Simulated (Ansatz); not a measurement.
# ClH9HfO3Si3: basis-set convergence

Aim: see how fast density functionals converge with the basis set for ClH9HfO3Si3.

Computed with Ansatz 0.2.0, Gaussian basis. Level: one geometry, several basis sets.

The runs, in order: PBE0-D4/def2-SVP; ωB97M-V/def2-SVP; PBE0-D4/def2-QZVPP; ωB97M-V/def2-QZVPP; the functionals' def2-TZVPP values are taken from earlier runs.

1 further run of the same task is left out (for a known fault of the program). Runs told in other sessions of the task aren't counted.

### Step 1. The relaxed structure

All runs share one geometry, relaxed beforehand with PBE0-D4 in a triple-zeta def2 set. Hf takes the def2 core potential; no spin-orbit term is included.

SMILES `[SiH3][O][Hf]([Cl])([O][SiH3])[O][SiH3]`, 17 atoms, charge 0, spin multiplicity 1.

Atoms are counted from 1 here; the program's logs count them from 0.

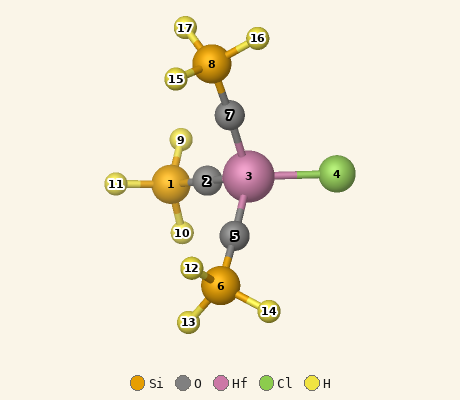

The structure; silicon amber, oxygen grey, hafnium pink, chlorine green, hydrogen yellow; atoms are numbered from 1 in the order of the file.

### Step 2. PBE0-D4 in def2-SVP

Input file in.yaml:

```yaml
crystal:
  periodic: [false, false, false]
  atoms:
    - {symbol: Si, position_ang: [3.233679, 0.430515, 0.756643]}
    - {symbol: O, position_ang: [1.823024, -0.173985, 0.182021]}
    - {symbol: Hf, position_ang: [0.135125, -0.839176, -0.473361]}
    - {symbol: Cl, position_ang: [0.457869, -2.877530, -1.625581]}
    - {symbol: O, position_ang: [-0.636912, 0.472921, -1.657922]}
    - {symbol: Si, position_ang: [-1.294417, 1.621893, -2.623748]}
    - {symbol: O, position_ang: [-1.055221, -1.106760, 1.020728]}
    - {symbol: Si, position_ang: [-2.062227, -1.283092, 2.301443]}
    - {symbol: H, position_ang: [3.870017, -0.561106, 1.660776]}
    - {symbol: H, position_ang: [4.148529, 0.725111, -0.375672]}
    - {symbol: H, position_ang: [2.965970, 1.682476, 1.510773]}
    - {symbol: H, position_ang: [-2.480622, 2.215158, -1.953820]}
    - {symbol: H, position_ang: [-0.292246, 2.688156, -2.881601]}
    - {symbol: H, position_ang: [-1.708950, 1.011226, -3.912218]}
    - {symbol: H, position_ang: [-2.972726, -0.111572, 2.382420]}
    - {symbol: H, position_ang: [-2.865140, -2.521310, 2.136600]}
    - {symbol: H, position_ang: [-1.265753, -1.372935, 3.552527]}
basis:
  gaussian: {orbitals: def2-SVP}
hamiltonian: {xc: pbe0, dispersion: d4}
output: {orbitals: {seedname: orbitals}}
```

Run with:

```sh
$ ansatz run in.yaml --threads 4 --pin off --events-out ev --progress --plain --max-ram 46080MiB --backend cpu
```

Standard output:

```text
Functional definition: PBE0
  name "PBE0"
  cite "Adamo & Barone, J. Chem. Phys. 110, 6158 (1999) doi:10.1063/1.478522"
  cite "Perdew, Burke & Ernzerhof, Phys. Rev. Lett. 77, 3865 (1996) doi:10.1103/PhysRevLett.77.3865"
  parent pbe
  parameter a = 0.25
  parameter kappa = 0.804
  parameter beta = 0.06672455060314922
  exchange = (1 - a)*pbe_x(kappa = kappa, mu = beta*pi^2/3) + a*exact_x
  correlation = pbe_c(beta = beta)
1817 factors; integrals over basis functions are off by at most 1.2e-3 eV
mean field evaluation 1: about -43709.7033 eV, gradient 8.7e1 eV
mean field evaluation 2: about -43662.4599 eV, gradient 1.8e2 eV
mean field evaluation 4: about -43722.9163 eV, gradient 5.1e0 eV
mean field evaluation 8: about -43723.0887 eV, gradient 2.8e-1 eV
mean field evaluation 16: about -43723.0889 eV, gradient 4.3e-5 eV
mean field -43723.08893874 eV, -1606.7938819245 hartree, gradient 4.3e-5 eV, S^2 0.000000; 0 other end points of the search recorded, 0 dependent functions left out
reference -43723.08899824 eV, -1606.7938841111 hartree; 52, 52 occupied and 139, 139 virtual orbitals, 1817 factors
Total energy: -43723.48291361 eV, -1606.8083602340 hartree
```

Wall time 3.5 s (4 threads of AMD EPYC 7R13, shared host).

### Step 3. ωB97M-V in def2-SVP

in.yaml: that of step 2 with these lines changed.

```diff
@@ -22,3 +22,3 @@
   gaussian: {orbitals: def2-SVP}
-hamiltonian: {xc: pbe0, dispersion: d4}
+hamiltonian: {xc: {name: wB97M-V}}
 output: {orbitals: {seedname: orbitals}}
```

The command is unchanged.

Standard output, shortened:

```text
Functional definition: wB97M-V
  name "wB97M-V"
  cite "Mardirossian & Head-Gordon, J. Chem. Phys. 144, 214110 (2016) doi:10.1063/1.4952647"
  cite "Becke, J. Chem. Phys. 107, 8554 (1997) doi:10.1063/1.475007"
  cite "Vydrov & Van Voorhis, J. Chem. Phys. 133, 244103 (2010) doi:10.1063/1.3521275"
  # Of w^i u^j: cxij and so on, Table III.
[...]
  gx(w, u) = 1 - cx + cx01*u + cx10*w
  gss(w, u) = css00 + css04*u^4 + css10*w + css20*w^2 + css43*w^4*u^3
  gos(w, u) = cos00 + cos10*w + (cos20 + cos21*u)*w^2 + (cos60 + cos61*u)*w^6
[...]
      + integral(e_c_pw_mod_opposite_spin*gos(b97_w_opposite, b97_u_opposite)) + vv10(b, c)
1817 factors; integrals over basis functions are off by at most 1.2e-3 eV
573 factors; integrals over basis functions are off by at most 7.3e-6 eV
[...]
mean field -43737.72923439 eV, -1607.3319028662 hartree, gradient 8.2e-5 eV, S^2 0.000000; 0 other end points of the search recorded, 0 dependent functions left out
reference -43737.72932852 eV, -1607.3319063252 hartree; 52, 52 occupied and 139, 139 virtual orbitals, 1817 factors
Total energy: -43737.72932852 eV, -1607.3319063252 hartree
```

Wall time 12 s (4 threads of AMD EPYC 7R13, shared host).

### Step 4. PBE0-D4 in def2-QZVPP

in.yaml: that of step 3 with these lines changed.

```diff
@@ -21,4 +21,4 @@
 basis:
-  gaussian: {orbitals: def2-SVP}
-hamiltonian: {xc: {name: wB97M-V}}
+  gaussian: {orbitals: "def2-QZVPP.json"}
+hamiltonian: {xc: pbe0, dispersion: d4}
 output: {orbitals: {seedname: orbitals}}
```

Run with:

```sh
$ ansatz run in.yaml --threads 4 --pin off --events-out ev --progress --plain --max-ram 46080MiB --backend cuda --devices 0, --max-vram 37GiB
```

Standard output:

```text
Functional definition: PBE0
  name "PBE0"
  cite "Adamo & Barone, J. Chem. Phys. 110, 6158 (1999) doi:10.1063/1.478522"
  cite "Perdew, Burke & Ernzerhof, Phys. Rev. Lett. 77, 3865 (1996) doi:10.1103/PhysRevLett.77.3865"
  parent pbe
  parameter a = 0.25
  parameter kappa = 0.804
  parameter beta = 0.06672455060314922
  exchange = (1 - a)*pbe_x(kappa = kappa, mu = beta*pi^2/3) + a*exact_x
  correlation = pbe_c(beta = beta)
3082 factors; their error is unknown
mean field evaluation 1: about -43729.1987 eV, gradient 1.0e2 eV
mean field evaluation 2: about -43666.0242 eV, gradient 2.1e2 eV
mean field evaluation 4: about -43745.3841 eV, gradient 8.3e0 eV
mean field evaluation 8: about -43745.5358 eV, gradient 1.7e-1 eV
mean field evaluation 16: about -43745.5781 eV, gradient 5.6e-5 eV
mean field -43745.57813938 eV, -1607.6203448042 hartree, gradient 7.0e-5 eV, S^2 0.000000; 0 other end points of the search recorded, 0 dependent functions left out
reference -43745.57820625 eV, -1607.6203472618 hartree; 52, 52 occupied and 750, 750 virtual orbitals, 3082 factors
Total energy: -43745.97212162 eV, -1607.6348233847 hartree
```

Wall time 6 s (1 × H100 (card shared with other runs) with 4 threads of AMD EPYC 7R13, shared host); peak host memory 1.4 GiB.

### Step 5. ωB97M-V in def2-QZVPP

in.yaml: that of step 4 with these lines changed.

```diff
@@ -22,3 +22,3 @@
   gaussian: {orbitals: "def2-QZVPP.json"}
-hamiltonian: {xc: pbe0, dispersion: d4}
+hamiltonian: {xc: {name: wB97M-V}}
 output: {orbitals: {seedname: orbitals}}
```

The command is unchanged.

Standard output, shortened:

```text
Functional definition: wB97M-V
  name "wB97M-V"
  cite "Mardirossian & Head-Gordon, J. Chem. Phys. 144, 214110 (2016) doi:10.1063/1.4952647"
  cite "Becke, J. Chem. Phys. 107, 8554 (1997) doi:10.1063/1.475007"
  cite "Vydrov & Van Voorhis, J. Chem. Phys. 133, 244103 (2010) doi:10.1063/1.3521275"
  # Of w^i u^j: cxij and so on, Table III.
[...]
  gx(w, u) = 1 - cx + cx01*u + cx10*w
  gss(w, u) = css00 + css04*u^4 + css10*w + css20*w^2 + css43*w^4*u^3
  gos(w, u) = cos00 + cos10*w + (cos20 + cos21*u)*w^2 + (cos60 + cos61*u)*w^6
[...]
      + integral(e_c_pw_mod_opposite_spin*gos(b97_w_opposite, b97_u_opposite)) + vv10(b, c)
2953 factors; their error is unknown
688 factors; integrals over basis functions are off by at most 1.4e-5 eV
[...]
mean field -43760.30459845 eV, -1608.1615321932 hartree, gradient 6.9e-5 eV, S^2 0.000000; 0 other end points of the search recorded, 0 dependent functions left out
reference -43760.30470775 eV, -1608.1615362098 hartree; 52, 52 occupied and 750, 750 virtual orbitals, 2953 factors
Total energy: -43760.30470775 eV, -1608.1615362098 hartree
```

It took 8 s on 1 × H100 (card shared with other runs) with 4 threads of AMD EPYC 7R13, shared host; peak host memory 1.6 GiB.

### Step 6. Density functionals: the series

The def2-TZVPP values come from earlier runs at the same geometry.

| functional | basis | functions | energy (eV) | from the largest (eV) | HOMO (eV) | LUMO (eV) |
| --- | --- | --- | --- | --- | --- | --- |
| PBE0-D4 | def2-SVP | 191 | -43723.4829 | 22.489 | -8.86 | -0.53 |
| PBE0-D4 | def2-TZVPP | 443 | -43744.3907 | 1.581 | -8.92 | -0.70 |
| PBE0-D4 | def2-QZVPP | 802 | -43745.9721 | 0.000 | -8.93 | -0.84 |
| ωB97M-V | def2-SVP | 191 | -43737.7293 | 22.575 | -11.10 | 0.83 |
| ωB97M-V | def2-TZVPP | 443 | -43758.8500 | 1.455 | -11.21 | 0.65 |
| ωB97M-V | def2-QZVPP | 802 | -43760.3047 | 0.000 | -11.23 | 0.30 |

### Step 7. Results

| quantity | value |
| --- | --- |
| PBE0-D4: double and triple zeta above quadruple | 22.49, 1.58 eV |
| ωB97M-V: double and triple zeta above quadruple | 22.58, 1.45 eV |

In words: PBE0-D4 gains 20.91 eV from double to triple zeta, then 1.58 eV more. These are total energies; as a rule much of such shifts cancels in differences, which this series doesn't test. The LUMO of ωB97M-V is positive and keeps falling with the basis (0.83 to 0.30 eV): an unbound level that the basis holds in place.
